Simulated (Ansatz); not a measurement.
# Geometry relaxation, with input and output: SiH$_{5}$Cl$_{2}$OF (part 2 of 2)

The same run, continued: SiH$_{5}$Cl$_{2}$OF; RKS PBE0-D4/def2-TZVP (Ansatz 0.2.0). The geometry is a transition state displaced along its imaginary mode. The reaction was set up to form Si1–O7, H6–F9 and Cl2–H8 and to break Si1–Cl2, H6–O7 and H8–F9 (atoms counted from 1 in the order of the input); sticks are drawn by distance alone.

Geometry of the input (Å):
```
Si -0.7904  0.9038  -0.2324
Cl -0.7088  -2.0804  -0.7245
H  -0.8808  0.6959  -1.7037
H  -1.9183  0.3029  0.5366
Cl -0.7527  2.9085  0.1237
H  1.2988  -0.7740  0.4258
O  0.6922  0.4076  0.3741
H  0.3268  -1.9809  -0.1361
F  1.6194  -1.5325  0.4975
H  1.1141  1.1492  0.8390
```

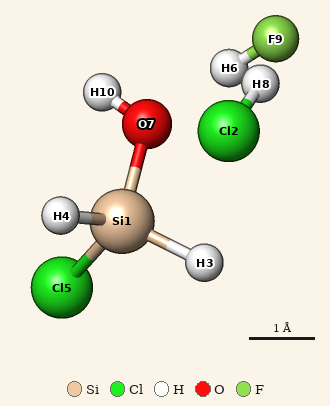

*The geometry at step 19 of the log (ball-and-stick view, seen at a tilt; atoms are numbered from 1 in the order of the input).*

Trajectory as extended XYZ, continued
```
10
Properties=species:S:1:pos:R:3:forces:R:3 step=9 energy=-37758.54941
Si   -0.7919    1.0664   -0.2037   -0.0151  -0.0069   0.0166
Cl   -0.8921   -2.4545   -0.7955   -0.0067   0.0006  -0.0024
H    -0.7961    0.7635   -1.6435    0.0082  -0.0073   0.0030
H    -1.8858    0.4326    0.5513    0.0053  -0.0054  -0.0060
Cl   -0.9469    3.0966    0.0488    0.0068   0.0030  -0.0056
H     1.4203   -0.7840    0.4844   -0.0177   0.0477  -0.0040
O     0.6833    0.6343    0.4413   -0.0163   0.0036  -0.0231
H     0.2994   -2.4108   -0.2818    0.0026   0.0024   0.0019
F     1.7695   -1.6687    0.4716    0.0203  -0.0573  -0.0031
H     1.1406    1.3248    0.9270    0.0125   0.0196   0.0228
10
Properties=species:S:1:pos:R:3:forces:R:3 step=10 energy=-37758.54970
Si   -0.7908    1.0655   -0.2024   -0.0021   0.0012   0.0015
Cl   -0.8974   -2.4566   -0.7957   -0.0070   0.0012  -0.0021
H    -0.7919    0.7597   -1.6416    0.0047  -0.0104   0.0039
H    -1.8834    0.4294    0.5523    0.0022  -0.0007  -0.0011
Cl   -0.9482    3.0962    0.0435   -0.0011   0.0041  -0.0006
H     1.4234   -0.7821    0.4825   -0.0020   0.0030  -0.0046
O     0.6858    0.6390    0.4426    0.0123   0.0173   0.0045
H     0.2946   -2.4110   -0.2843    0.0073   0.0024   0.0038
F     1.7696   -1.6690    0.4675   -0.0028  -0.0040  -0.0038
H     1.1385    1.3290    0.9352   -0.0116  -0.0142  -0.0015
10
Properties=species:S:1:pos:R:3:forces:R:3 step=11 energy=-37758.54978
Si   -0.7861    1.0626   -0.2039   -0.0017  -0.0040  -0.0025
Cl   -0.9071   -2.4392   -0.7819   -0.0102  -0.0117  -0.0039
H    -0.7813    0.7392   -1.6388   -0.0008  -0.0114   0.0046
H    -1.8778    0.4345    0.5593    0.0037   0.0012  -0.0056
Cl   -0.9521    3.0938    0.0218   -0.0032   0.0260   0.0024
H     1.4279   -0.7767    0.4630    0.0045   0.0127   0.0000
O     0.6947    0.6474    0.4376   -0.1184  -0.2100  -0.1663
H     0.2922   -2.4082   -0.2866    0.0054   0.0087   0.0045
F     1.7737   -1.6636    0.4480    0.0018  -0.0106  -0.0057
H     1.1160    1.3103    0.9813    0.1190   0.1992   0.1724
10
Properties=species:S:1:pos:R:3:forces:R:3 step=12 energy=-37758.55171
Si   -0.7726    1.0569   -0.2065    0.0038  -0.0026  -0.0257
Cl   -0.9381   -2.4133   -0.7499    0.0383  -0.0375   0.0143
H    -0.7498    0.6876   -1.6305   -0.0120   0.0046   0.0234
H    -1.8623    0.4447    0.5737    0.0064   0.0057  -0.0095
Cl   -0.9640    3.0896   -0.0301   -0.0099   0.0456  -0.0017
H     1.4430   -0.7616    0.4191    0.0220   0.0092   0.0079
O     0.7170    0.6708    0.4318    0.0634   0.0520   0.1075
H     0.2800   -2.4021   -0.2971   -0.0449   0.0207  -0.0104
F     1.7824   -1.6510    0.3956   -0.0038   0.0041  -0.0113
H     1.0648    1.2787    1.0938   -0.0634  -0.1018  -0.0945
10
Properties=species:S:1:pos:R:3:forces:R:3 step=13 energy=-37758.55316
Si   -0.7743    1.0747   -0.2044    0.0197  -0.0156   0.0072
Cl   -0.9328   -2.4942   -0.7483    0.0650   0.0106   0.0219
H    -0.7523    0.7090   -1.6288    0.0003  -0.0031   0.0057
H    -1.8717    0.4630    0.5647    0.0007  -0.0005  -0.0011
Cl   -0.9542    3.1087   -0.0196    0.0089  -0.0003  -0.0053
H     1.4416   -0.7606    0.4254    0.0095   0.0029  -0.0003
O     0.7071    0.6669    0.4437   -0.0069   0.0668   0.0313
H     0.2861   -2.4062   -0.3037   -0.0629  -0.0088  -0.0128
F     1.7798   -1.6498    0.3891   -0.0076   0.0086  -0.0133
H     1.0709    1.2886    1.0817   -0.0266  -0.0606  -0.0332
10
Properties=species:S:1:pos:R:3:forces:R:3 step=14 energy=-37758.55473
Si   -0.7564    1.0860   -0.2145   -0.0374   0.0020  -0.0391
Cl   -0.9574   -2.5165   -0.6903   -0.0051   0.0004   0.0098
H    -0.7154    0.6876   -1.6289    0.0128   0.0007   0.0046
H    -1.8551    0.4788    0.5573    0.0097   0.0079   0.0186
Cl   -0.9614    3.1182   -0.0652    0.0049   0.0030  -0.0021
H     1.4624   -0.7051    0.3559    0.0066  -0.1465  -0.0588
O     0.7289    0.6905    0.4264    0.0253   0.0047   0.0424
H     0.2651   -2.3968   -0.2710    0.0116   0.0082  -0.0078
F     1.7879   -1.6030    0.3117    0.0044   0.0632   0.0098
H     1.0017    1.1604    1.2184   -0.0327   0.0564   0.0227
10
Properties=species:S:1:pos:R:3:forces:R:3 step=15 energy=-37758.56287
Si   -0.7578    1.0863   -0.1988    0.0346  -0.0227  -0.0048
Cl   -0.9709   -2.5229   -0.6312    0.0016  -0.0022   0.0104
H    -0.6713    0.6094   -1.5873   -0.0063   0.0215   0.0128
H    -1.8940    0.5473    0.5694   -0.0058  -0.0005   0.0033
Cl   -0.9193    3.1267   -0.1567   -0.0002   0.0109  -0.0122
H     1.4760   -0.7038    0.3085    0.0163  -0.0005   0.0045
O     0.6944    0.6822    0.5102   -0.0273  -0.0159  -0.0243
H     0.2821   -2.3880   -0.3217   -0.0001   0.0005  -0.0011
F     1.8316   -1.5785    0.1873   -0.0041   0.0001  -0.0137
H     0.9294    1.1414    1.3203   -0.0087   0.0088   0.0250
10
Properties=species:S:1:pos:R:3:forces:R:3 step=16 energy=-37758.54242 accepted=F
Si   -0.7467    1.0947   -0.2001    0.0351   0.0140  -0.0435
Cl   -0.9959   -2.5432   -0.5278    0.2581   0.0375   0.0418
H    -0.6241    0.5802   -1.5752   -0.0152   0.0315   0.0579
H    -1.9057    0.5859    0.5577    0.0202   0.0096  -0.0063
Cl   -0.8987    3.1379   -0.2286   -0.0009  -0.0398   0.0000
H     1.4992   -0.6698    0.2425    0.0704  -0.1391  -0.0183
O     0.6874    0.6884    0.5432    0.1978   0.4452   1.3071
H     0.2854   -2.3750   -0.3379   -0.2371  -0.0271  -0.0254
F     1.8612   -1.5364    0.0678   -0.0884   0.1554   0.0101
H     0.8381    1.0376    1.4582   -0.2402  -0.4872  -1.3233
10
Properties=species:S:1:pos:R:3:forces:R:3 step=17 energy=-37758.56359
Si   -0.7638    1.0756   -0.1946    0.0235   0.0269  -0.0967
Cl   -0.9785   -2.4864   -0.5565    0.0271  -0.0083   0.0129
H    -0.6621    0.6178   -1.5872    0.0083  -0.0735   0.0224
H    -1.9265    0.5614    0.5522    0.0131   0.0272   0.0053
Cl   -0.8827    3.1201   -0.2053   -0.0162   0.0257   0.0652
H     1.5098   -0.6950    0.2801   -0.0039  -0.0532  -0.0203
O     0.6656    0.6497    0.5450   -0.0054   0.0087   0.0170
H     0.2929   -2.3667   -0.3206   -0.0263   0.0043  -0.0052
F     1.8706   -1.5599    0.1102   -0.0059   0.0503   0.0046
H     0.8748    1.0835    1.3766   -0.0143  -0.0081  -0.0054
10
Properties=species:S:1:pos:R:3:forces:R:3 step=18 energy=-37758.56627
Si   -0.7611    1.0818   -0.1985    0.0058   0.0018   0.0345
Cl   -0.9797   -2.5075   -0.5056    0.1593   0.0141   0.0197
H    -0.6408    0.5841   -1.5771    0.0099  -0.0113   0.0269
H    -1.9464    0.6036    0.5395    0.0278   0.0081  -0.0260
Cl   -0.8597    3.1294   -0.2182    0.0150  -0.0264   0.0107
H     1.5136   -0.6916    0.2606    0.0209  -0.0661  -0.0226
O     0.6445    0.6378    0.5782   -0.0205   0.0314  -0.0211
H     0.3049   -2.3625   -0.3419   -0.1562  -0.0159  -0.0093
F     1.8875   -1.5412    0.0461   -0.0449   0.0956   0.0172
H     0.8372    1.0664    1.4169   -0.0170  -0.0311  -0.0299
10
Properties=species:S:1:pos:R:3:forces:R:3 step=19 energy=-37758.56771
Si   -0.7590    1.0867   -0.2037    0.0134  -0.0056   0.0450
Cl   -0.9752   -2.5203   -0.4906    0.0465   0.0038   0.0126
H    -0.6319    0.5864   -1.5805    0.0034   0.0078   0.0145
H    -1.9464    0.6056    0.5282    0.0190   0.0097  -0.0207
Cl   -0.8519    3.1341   -0.2086    0.0045  -0.0260  -0.0074
H     1.5105   -0.6820    0.2439   -0.0457   0.0955   0.0166
O     0.6441    0.6378    0.5733   -0.0037   0.0702   0.0773
H     0.3029   -2.3624   -0.3187   -0.0503  -0.0067  -0.0110
F     1.8839   -1.5271    0.0277    0.0459  -0.0903  -0.0216
H     0.8231    1.0415    1.4290   -0.0331  -0.0583  -0.1054
10
Properties=species:S:1:pos:R:3:forces:R:3 step=20 energy=-37758.56870
Si   -0.7574    1.0906   -0.2057    0.0261  -0.0043   0.0241
Cl   -0.9754   -2.5323   -0.4433    0.0247   0.0072   0.0011
H    -0.6167    0.5918   -1.5814    0.0001  -0.0023   0.0051
H    -1.9544    0.6126    0.5113    0.0118   0.0142  -0.0093
Cl   -0.8364    3.1378   -0.2134   -0.0071  -0.0173  -0.0020
H     1.5130   -0.6722    0.2238   -0.0252   0.0523   0.0148
O     0.6361    0.6329    0.5819   -0.0075   0.0524   0.0707
H     0.3053   -2.3583   -0.3203   -0.0267  -0.0085   0.0010
F     1.8910   -1.5127   -0.0062    0.0233  -0.0444  -0.0182
H     0.7950    1.0101    1.4530   -0.0194  -0.0493  -0.0874
10
Properties=species:S:1:pos:R:3:forces:R:3 step=21 energy=-37758.56914
Si   -0.7533    1.0928   -0.2082    0.0138  -0.0121  -0.0005
Cl   -0.9759   -2.5270   -0.3943    0.0453   0.0044   0.0088
H    -0.5957    0.5885   -1.5798    0.0002  -0.0026  -0.0005
H    -1.9650    0.6286    0.4916    0.0083   0.0025   0.0039
Cl   -0.8203    3.1390   -0.2251   -0.0026   0.0053  -0.0013
H     1.5192   -0.6582    0.1944    0.0285  -0.0552  -0.0196
O     0.6254    0.6235    0.5967    0.0037   0.0534   0.1253
H     0.3083   -2.3573   -0.3002   -0.0434  -0.0031  -0.0146
F     1.9044   -1.4897   -0.0655   -0.0399   0.0682   0.0291
H     0.7531    0.9600    1.4902   -0.0138  -0.0607  -0.1305
10
Properties=species:S:1:pos:R:3:forces:R:3 step=22 energy=-37758.56950
Si   -0.7512    1.0922   -0.2090    0.0027  -0.0055   0.0033
Cl   -0.9769   -2.5272   -0.3841   -0.0011  -0.0003  -0.0052
H    -0.5940    0.5872   -1.5804    0.0018  -0.0029  -0.0010
H    -1.9611    0.6273    0.4929    0.0042  -0.0021   0.0031
Cl   -0.8239    3.1382   -0.2267    0.0011   0.0061  -0.0041
H     1.5184   -0.6567    0.1972    0.0128  -0.0299  -0.0066
O     0.6283    0.6258    0.5955    0.0005   0.0401   0.0810
H     0.3068   -2.3534   -0.3174    0.0005   0.0001   0.0058
F     1.9014   -1.4897   -0.0588   -0.0160   0.0350   0.0060
H     0.7522    0.9564    1.4906   -0.0065  -0.0406  -0.0823
10
Properties=species:S:1:pos:R:3:forces:R:3 step=23 energy=-37758.56970
Si   -0.7505    1.0923   -0.2075    0.0061  -0.0015  -0.0052
Cl   -0.9779   -2.5297   -0.3926    0.0046   0.0013  -0.0018
H    -0.5944    0.5824   -1.5773   -0.0003   0.0007   0.0016
H    -1.9578    0.6269    0.4986    0.0011   0.0029   0.0026
Cl   -0.8239    3.1385   -0.2327   -0.0020  -0.0042  -0.0023
H     1.5176   -0.6545    0.1982    0.0022  -0.0046  -0.0009
O     0.6305    0.6289    0.5960   -0.0069   0.0192   0.0300
H     0.3050   -2.3521   -0.3171   -0.0030  -0.0011   0.0024
F     1.8992   -1.4874   -0.0577   -0.0037   0.0048  -0.0010
H     0.7522    0.9549    1.4919    0.0019  -0.0176  -0.0253
10
Properties=species:S:1:pos:R:3:forces:R:3 step=24 energy=-37758.56966 accepted=F
Si   -0.7485    1.0934   -0.2077   -0.0007   0.0156   0.0205
Cl   -0.9792   -2.5312   -0.3926    0.0076   0.0015  -0.0009
H    -0.5913    0.5809   -1.5765    0.0056  -0.0022   0.0064
H    -1.9542    0.6271    0.5008    0.0001   0.0007  -0.0032
Cl   -0.8282    3.1391   -0.2391   -0.0043   0.0001  -0.0060
H     1.5178   -0.6544    0.1952   -0.0022   0.0129   0.0057
O     0.6323    0.6373    0.5992    0.0149  -0.0375  -0.0291
H     0.3037   -2.3535   -0.3180   -0.0079  -0.0018   0.0013
F     1.8972   -1.4875   -0.0610   -0.0028   0.0031  -0.0018
H     0.7506    0.9491    1.4996   -0.0102   0.0076   0.0071
10
Properties=species:S:1:pos:R:3:forces:R:3 step=25 energy=-37758.56977
Si   -0.7497    1.0929   -0.2071   -0.0013   0.0000  -0.0019
Cl   -0.9776   -2.5296   -0.3940    0.0030   0.0002  -0.0006
H    -0.5936    0.5812   -1.5762    0.0008  -0.0006   0.0021
H    -1.9569    0.6290    0.5004    0.0013  -0.0001   0.0012
Cl   -0.8256    3.1387   -0.2364    0.0014  -0.0008  -0.0018
H     1.5177   -0.6540    0.1973   -0.0022   0.0043   0.0003
O     0.6308    0.6303    0.5972   -0.0024   0.0028  -0.0016
H     0.3051   -2.3526   -0.3161   -0.0028  -0.0001   0.0005
F     1.8986   -1.4867   -0.0594    0.0013  -0.0026  -0.0017
H     0.7514    0.9510    1.4944    0.0010  -0.0030   0.0034
10
Properties=species:S:1:pos:R:3:forces:R:3 step=26 energy=-37758.56983
Si   -0.7485    1.0942   -0.2063    0.0027   0.0028  -0.0047
Cl   -0.9773   -2.5337   -0.3845    0.0070   0.0019   0.0003
H    -0.5883    0.5765   -1.5726   -0.0018  -0.0010   0.0011
H    -1.9573    0.6338    0.5006   -0.0027   0.0040   0.0008
Cl   -0.8196    3.1399   -0.2469   -0.0032  -0.0025   0.0009
H     1.5182   -0.6482    0.1897   -0.0006   0.0026   0.0022
O     0.6284    0.6311    0.6029    0.0085  -0.0075  -0.0004
H     0.3051   -2.3499   -0.3165   -0.0053  -0.0015  -0.0006
F     1.8993   -1.4789   -0.0733   -0.0019   0.0003  -0.0011
H     0.7402    0.9354    1.5069   -0.0027   0.0010   0.0015
10
Properties=species:S:1:pos:R:3:forces:R:3 step=27 energy=-37758.56985
Si   -0.7476    1.0940   -0.2063   -0.0055   0.0021   0.0022
Cl   -0.9762   -2.5332   -0.3814    0.0054   0.0008   0.0010
H    -0.5875    0.5701   -1.5702   -0.0007   0.0042   0.0005
H    -1.9583    0.6406    0.5019   -0.0017  -0.0025  -0.0004
Cl   -0.8163    3.1396   -0.2522    0.0024  -0.0023  -0.0034
H     1.5186   -0.6455    0.1879   -0.0003   0.0011  -0.0006
O     0.6271    0.6293    0.6060    0.0077  -0.0006   0.0083
H     0.3063   -2.3482   -0.3178   -0.0039  -0.0006  -0.0013
F     1.9002   -1.4742   -0.0807   -0.0007  -0.0017   0.0005
H     0.7339    0.9277    1.5128   -0.0028  -0.0007  -0.0068
10
Properties=species:S:1:pos:R:3:forces:R:3 step=28 energy=-37758.56986
Si   -0.7481    1.0938   -0.2055   -0.0014   0.0020  -0.0062
Cl   -0.9752   -2.5326   -0.3804    0.0019  -0.0002   0.0000
H    -0.5885    0.5712   -1.5700   -0.0007  -0.0012   0.0018
H    -1.9593    0.6411    0.5024    0.0001  -0.0010   0.0010
Cl   -0.8148    3.1393   -0.2541    0.0009   0.0001   0.0017
H     1.5184   -0.6456    0.1881   -0.0004  -0.0002  -0.0006
O     0.6267    0.6285    0.6065    0.0010   0.0010   0.0029
H     0.3074   -2.3485   -0.3194   -0.0018   0.0006   0.0002
F     1.9003   -1.4741   -0.0808    0.0009  -0.0012  -0.0001
H     0.7334    0.9271    1.5131   -0.0006   0.0001  -0.0006
10
Properties=species:S:1:pos:R:3:forces:R:3 step=29 energy=-37758.56986
Si   -0.7483    1.0940   -0.2059    0.0009  -0.0001   0.0033
Cl   -0.9748   -2.5336   -0.3809   -0.0027  -0.0002  -0.0003
H    -0.5893    0.5706   -1.5701    0.0002   0.0002   0.0002
H    -1.9592    0.6413    0.5025   -0.0003   0.0002  -0.0008
Cl   -0.8139    3.1395   -0.2535   -0.0001  -0.0002  -0.0006
H     1.5183   -0.6458    0.1882   -0.0001   0.0014   0.0005
O     0.6263    0.6284    0.6065    0.0001  -0.0002  -0.0014
H     0.3074   -2.3478   -0.3193    0.0029  -0.0001   0.0002
F     1.9004   -1.4743   -0.0805    0.0002  -0.0012  -0.0004
H     0.7333    0.9279    1.5128   -0.0009   0.0001  -0.0008
```

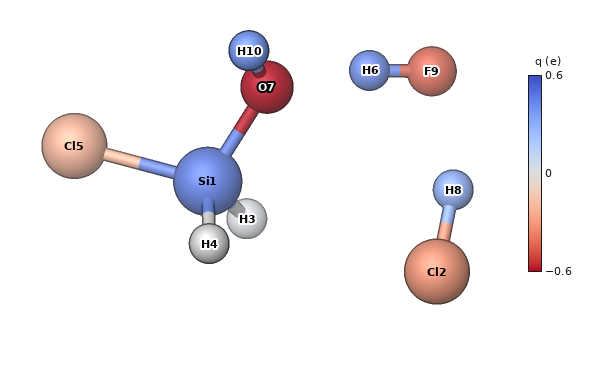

*Mulliken charges, as the colour of each atom (ball-and-stick view, seen at a tilt; atoms are numbered from 1 in the order of the input).*

By element: Si +0.45, Cl −0.31 to −0.22, H 0.00 to +0.42, O −0.57 and F −0.45 e.

Key numbers

- outcome: converged
- total energy: −37758.5699 eV
- mean-field energy: −37758.3934 eV
- dispersion energy: −0.1765 eV
- SCF solution under orbital rotations: stable
- largest force (length of the vector) at the end: 0.003 eV/Å
- dipole moment: 2.82 D
- wall time: 51 s (CPU time 5.1 min)
- peak memory: 0.67 GiB
